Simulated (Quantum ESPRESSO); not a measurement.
## Projected density of states of magnetic Fe2O3 (Hematite)

Wanted: the exchange-split electronic structure of Fe2O3 (Hematite).

Method: PBEsol with U = 4.5 eV on Fe d (ortho-atomic projectors); plane waves with GBRV 1.5 PBEsol potentials, no spin-orbit coupling, in Quantum ESPRESSO 7.5.

**1. The starting structure**

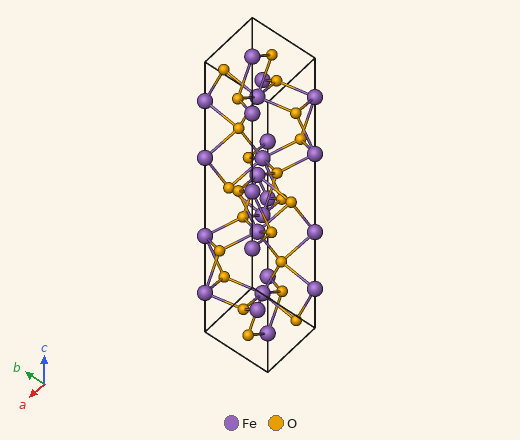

Start, viewed from a free direction; iron purple, oxygen orange. This picture shows the conventional cell, with its axes. Some periodic images of atoms are drawn too.

The cell comes from the Crystallography Open Database.

**2. The magnetic state**

This state came out lowest in a comparison of starts that is told elsewhere.

The input, pw.in:

```
&CONTROL
  calculation = 'scf'
  prefix = 'pwscf'
  outdir = './tmp'
  pseudo_dir = './pseudo'
  disk_io = 'low'
/
&SYSTEM
  ibrav = 0
  celldm(1) = 8
  nat = 10
  ntyp = 3
  ecutwfc = 40
  ecutrho = 280
  nbnd = 68
  occupations = 'smearing'
  smearing = 'fd'
  degauss = 0.00367493
  nspin = 2
  starting_magnetization(1) = 0.25
  starting_magnetization(2) = -0.25
  starting_magnetization(3) = 0
/
&ELECTRONS
  conv_thr = 2d-08
  electron_maxstep = 150
  mixing_beta = 0.3
/
ATOMIC_SPECIES
Fe1    55.8450 fe_pbesol_v1.5.uspp.F.UPF
Fe2    55.8450 fe_pbesol_v1.5.uspp.F.UPF
O      15.9990 o_pbesol_v1.2.uspp.F.UPF
CELL_PARAMETERS alat
   0.5950275134915    0.3435392950923    1.0843878411890
  -0.5950275134915    0.3435392950923    1.0843878411890
   0.0000000000000   -0.6870785901845    1.0843878411890
ATOMIC_POSITIONS crystal
Fe1     0.3553000000    0.3553000000    0.3553000000
Fe2     0.1447000000    0.1447000000    0.1447000000
Fe1     0.6447000000    0.6447000000    0.6447000000
Fe2     0.8553000000    0.8553000000    0.8553000000
O       0.5559000000    0.9441000000    0.2500000000
O       0.2500000000    0.5559000000    0.9441000000
O       0.9441000000    0.2500000000    0.5559000000
O       0.4441000000    0.0559000000    0.7500000000
O       0.7500000000    0.4441000000    0.0559000000
O       0.0559000000    0.7500000000    0.4441000000
K_POINTS automatic
6 6 6 0 0 0
HUBBARD {ortho-atomic}
U Fe1-3d 4.5000
U Fe2-3d 4.5000
```

Command:

```bash
$ OMP_NUM_THREADS=1 mpirun -n 4 pw.x -nk 4 -in pw.in > pw.out
```

Log:

```text
Program PWSCF v.7.5 starts

     Message from routine setup:
     using ibrav=0 with symmetry is DISCOURAGED, use correct ibrav instead

     K-points division:     npool     =       4
     Subspace diagonalization in iterative solution of the eigenvalue problem:

     bravais-lattice index     =            0
     lattice parameter (alat)  =       8.0000  a.u.
     unit-cell volume          =     680.9564 (a.u.)^3
     number of atoms/cell      =           10
     number of atomic types    =            3
     number of electrons       =       100.00
     number of Kohn-Sham states=           68
     kinetic-energy cutoff     =      40.0000  Ry
     charge density cutoff     =     280.0000  Ry
     scf convergence threshold =      2.0E-08
     mixing beta               =       0.3000
     number of iterations used =            8  plain     mixing
     Exchange-correlation= SLA  PW   PSX  PSC
                           (   1   4  10   8   0   0   0)
     Hubbard projectors: ortho-atomic
     Hubbard parameters of DFT+U (Dudarev formulation) in eV:
     U(Fe1-3d) =  4.5000
     U(Fe2-3d) =  4.5000

     Internal variables: lda_plus_u =T, lda_plus_u_kind = 0

     Internal variables: orbital_resolved =F, hub_pot_fix =F, apply_U = F

     celldm(1)=   8.000000  celldm(2)=   0.000000  celldm(3)=   0.000000
     celldm(4)=   0.000000  celldm(5)=   0.000000  celldm(6)=   0.000000

     crystal axes: (cart. coord. in units of alat)
               a(1) = (   0.595028   0.343539   1.084388 )
               a(2) = (  -0.595028   0.343539   1.084388 )
               a(3) = (   0.000000  -0.687079   1.084388 )

     reciprocal axes: (cart. coord. in units 2 pi/alat)
               b(1) = (  0.840297  0.485146  0.307393 )
               b(2) = ( -0.840297  0.485146  0.307393 )
               b(3) = (  0.000000 -0.970292  0.307393 )

     PseudoPot. # 1 for Fe read from file:
     fe_pbesol_v1.5.uspp.F.UPF
     Pseudo is Ultrasoft + core correction, Zval = 16.0

     PseudoPot. # 2 for Fe read from file:
     fe_pbesol_v1.5.uspp.F.UPF
     Pseudo is Ultrasoft + core correction, Zval = 16.0

     PseudoPot. # 3 for O  read from file:
     o_pbesol_v1.2.uspp.F.UPF
     Pseudo is Ultrasoft + core correction, Zval =  6.0

     atomic species   valence    mass     pseudopotential
     Fe1              16.00    55.84500     Fe( 1.00)
     Fe2              16.00    55.84500     Fe( 1.00)
     O                 6.00    15.99900     O ( 1.00)

     Starting magnetic structure
     atomic species   magnetization
     Fe1             0.250
     Fe2            -0.250
     O               0.000

      6 Sym. Ops., with inversion, found

   Cartesian axes

     site n.     atom                  positions (alat units)
         1        Fe1    tau(   1) = (   0.0000000   0.0000000   1.1558490  )
         2        Fe2    tau(   2) = (   0.0000000   0.0000000   0.4707328  )
         3        Fe1    tau(   3) = (  -0.0000000   0.0000000   2.0973145  )
         4        Fe2    tau(   4) = (  -0.0000000   0.0000000   2.7824308  )
         5        O      tau(   5) = (  -0.2309897   0.3435393   1.8976787  )
         6        O      tau(   6) = (  -0.1820189  -0.3718126   1.8976787  )
         7        O      tau(   7) = (   0.4130086   0.0282733   1.8976787  )
         8        O      tau(   8) = (   0.2309897  -0.3435393   1.3554848  )
         9        O      tau(   9) = (   0.1820189   0.3718126   1.3554848  )
        10        O      tau(  10) = (  -0.4130086  -0.0282733   1.3554848  )

     number of k points=    40  Fermi-Dirac smearing, width (Ry)=  0.0037
                       cart. coord. in units 2pi/alat
        k(    1) = (   0.0000000   0.0000000   0.0000000), wk =   0.0046296
        k(    2) = (   0.0000000  -0.1617153   0.0512322), wk =   0.0277778
        k(    3) = (   0.0000000  -0.3234306   0.1024644), wk =   0.0277778
        k(    4) = (   0.0000000   0.4851459  -0.1536965), wk =   0.0138889
        k(    5) = (  -0.1400495  -0.0808576   0.1024644), wk =   0.0277778
        [... 35 further k-points ...]

     Dense  grid:    53915 G-vectors     FFT dimensions: (  60,  60,  60)

     Smooth grid:    23225 G-vectors     FFT dimensions: (  45,  45,  45)

     Check: negative core charge=   -0.000040
     Generating pointlists ...
     new r_m :   0.1896 (alat units)  1.5167 (a.u.) for type    1
     new r_m :   0.1896 (alat units)  1.5167 (a.u.) for type    2
     new r_m :   0.1896 (alat units)  1.5167 (a.u.) for type    3

     Initial potential from superposition of free atoms

     starting charge      96.0000, renormalised to     100.0000

     STARTING HUBBARD OCCUPATIONS:

     =================== HUBBARD OCCUPATIONS ===================
     ------------------------ ATOM    1 ------------------------
     Tr[ns(  1)] (up, down, total) =   5.00000  0.00000  5.00000
     Atomic magnetic moment for atom   1 =   5.00000
     [... lines left out ...]
     ------------------------ ATOM    2 ------------------------
     Tr[ns(  2)] (up, down, total) =   0.00000  5.00000  5.00000
     Atomic magnetic moment for atom   2 =  -5.00000
     [... lines left out ...]
     ------------------------ ATOM    3 ------------------------
     Tr[ns(  3)] (up, down, total) =   5.00000  0.00000  5.00000
     Atomic magnetic moment for atom   3 =   5.00000
     [... lines left out ...]
     ------------------------ ATOM    4 ------------------------
     Tr[ns(  4)] (up, down, total) =   0.00000  5.00000  5.00000
     Atomic magnetic moment for atom   4 =  -5.00000
     [... lines left out ...]
     Number of occupied Hubbard levels =   20.0000

     Atomic wfc used for Hubbard projectors are orthogonalized

     Starting wfcs are   76 randomized atomic wfcs

     Self-consistent Calculation

     iteration #  1     ecut=    40.00 Ry     beta= 0.30
     Davidson diagonalization with overlap
     ethr =  1.00E-02,  avg # of iterations =  2.8

     =================== HUBBARD OCCUPATIONS ===================
     ------------------------ ATOM    1 ------------------------
     Tr[ns(  1)] (up, down, total) =   4.90668  0.28341  5.19010
     Atomic magnetic moment for atom   1 =   4.62327
     [... lines left out ...]
     ------------------------ ATOM    2 ------------------------
     Tr[ns(  2)] (up, down, total) =   0.28340  4.90666  5.19007
     Atomic magnetic moment for atom   2 =  -4.62326
     [... lines left out ...]
     ------------------------ ATOM    3 ------------------------
     Tr[ns(  3)] (up, down, total) =   4.90668  0.28341  5.19010
     Atomic magnetic moment for atom   3 =   4.62327
     [... lines left out ...]
     ------------------------ ATOM    4 ------------------------
     Tr[ns(  4)] (up, down, total) =   0.28340  4.90666  5.19007
     Atomic magnetic moment for atom   4 =  -4.62326
     [... lines left out ...]
     Number of occupied Hubbard levels =   20.7603

     total energy              =   -1192.93412929 Ry
     estimated scf accuracy    <       3.87031510 Ry

     total magnetization       =     0.00 Bohr mag/cell
     absolute magnetization    =    18.66 Bohr mag/cell

     iteration #  2     ecut=    40.00 Ry     beta= 0.30
     Davidson diagonalization with overlap
     ethr =  3.87E-03,  avg # of iterations =  2.0

     total energy              =   -1193.66309994 Ry
     estimated scf accuracy    <       0.27889127 Ry

     total magnetization       =    -0.00 Bohr mag/cell
     absolute magnetization    =    16.84 Bohr mag/cell

     [... further iterations left out ...]

     iteration # 11     ecut=    40.00 Ry     beta= 0.30
     Davidson diagonalization with overlap
     ethr =  8.30E-10,  avg # of iterations =  2.0

     total energy              =   -1193.72620362 Ry
     estimated scf accuracy    <       0.00000004 Ry

     total magnetization       =     0.00 Bohr mag/cell
     absolute magnetization    =    17.25 Bohr mag/cell

     iteration # 12     ecut=    40.00 Ry     beta= 0.30
     Davidson diagonalization with overlap
     ethr =  3.86E-11,  avg # of iterations =  2.0

     Magnetic moment per site  (integrated on atomic sphere of radius R)
     atom   1 (R=0.190)  charge= 12.8686  magn=  3.8522
     atom   2 (R=0.190)  charge= 12.8686  magn= -3.8522
     atom   3 (R=0.190)  charge= 12.8686  magn=  3.8522
     atom   4 (R=0.190)  charge= 12.8686  magn= -3.8522
     atom   5 (R=0.190)  charge=  5.3798  magn= -0.0000
     atom   6 (R=0.190)  charge=  5.3798  magn= -0.0000
     atom   7 (R=0.190)  charge=  5.3798  magn= -0.0000
     atom   8 (R=0.190)  charge=  5.3798  magn= -0.0000
     atom   9 (R=0.190)  charge=  5.3798  magn= -0.0000
     atom  10 (R=0.190)  charge=  5.3798  magn= -0.0000

     End of self-consistent calculation

     =================== HUBBARD OCCUPATIONS ===================
     ------------------------ ATOM    1 ------------------------
     Tr[ns(  1)] (up, down, total) =   4.96022  0.76576  5.72598
     Atomic magnetic moment for atom   1 =   4.19445
     [... lines left out ...]
     ------------------------ ATOM    2 ------------------------
     Tr[ns(  2)] (up, down, total) =   0.76577  4.96022  5.72599
     Atomic magnetic moment for atom   2 =  -4.19445
     [... lines left out ...]
     ------------------------ ATOM    3 ------------------------
     Tr[ns(  3)] (up, down, total) =   4.96022  0.76576  5.72598
     Atomic magnetic moment for atom   3 =   4.19445
     [... lines left out ...]
     ------------------------ ATOM    4 ------------------------
     Tr[ns(  4)] (up, down, total) =   0.76577  4.96022  5.72599
     Atomic magnetic moment for atom   4 =  -4.19445
     [... lines left out ...]
     Number of occupied Hubbard levels =   22.9039

     [... lines left out ...]
     the Fermi energy is    11.5702 ev

!    total energy              =   -1193.72620373 Ry
     estimated scf accuracy    <       0.00000001 Ry
     smearing contrib. (-TS)   =      -0.00000000 Ry
     internal energy E=F+TS    =   -1193.72620373 Ry

     The total energy is F=E-TS. E is the sum of the following terms:
     one-electron contribution =    -642.38379316 Ry
     hartree contribution      =     368.70321929 Ry
     xc contribution           =    -159.01721226 Ry
     ewald contribution        =    -761.46415663 Ry
     Hubbard energy            =       0.43573903 Ry

     total magnetization       =     0.00 Bohr mag/cell
     absolute magnetization    =    17.25 Bohr mag/cell

     convergence has been achieved in  12 iterations

=------------------------------------------------------------------------------=
   JOB DONE.
=------------------------------------------------------------------------------=
```

The job ended after 2.4 min (4 MPI ranks of Arm Neoverse V1, shared host; peak memory 0.9 GiB).

Spin moment in the atom's sphere by atom:

| atom | spin moment in the atom's sphere (μB) |
| --- | --- |
| Fe1 | 3.85 |
| Fe2 | -3.85 |
| Fe3 | 3.85 |
| Fe4 | -3.85 |
| O5 | 0.00 |
| O6 | 0.00 |
| O7 | 0.00 |
| O8 | 0.00 |
| O9 | 0.00 |
| O10 | 0.00 |

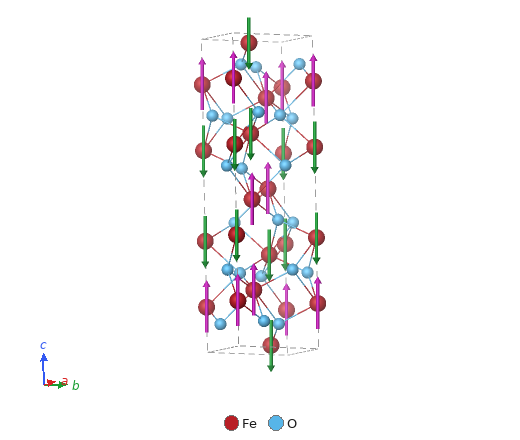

Spin moment in the atom's sphere as arrows, the longest 3.85 μB. Up and down stand for the sign. Arrows give size and sign along the axis of quantisation, drawn up and down the page. The two directions have two colours. Some periodic images of atoms are drawn too.

Numbers from this step:

```
smearing term TS       : 7.10e-11 eV
magnetization          : 0 μB
absolute magnetization : 17.25 μB
final state            : antiferromagnetic
```

[end of part 1 of 2]

[Logs and program files are shortened in this print: banners, set-up blocks, solver, clock and traceback lines can be left out without a mark of their own.]

[Logs are printed without paths, hosts, clocks, repeated set-up lines and the standing remarks that a program may print on its own settings, such as how far it seeks lower states.]

[Hosts, paths, dates, database ids (printed as entryN), source tags and the programs' standing remarks are cut or masked in the printed files.]

[Where a cell is said to come from a database of computed structures, the database is the Materials Project.]
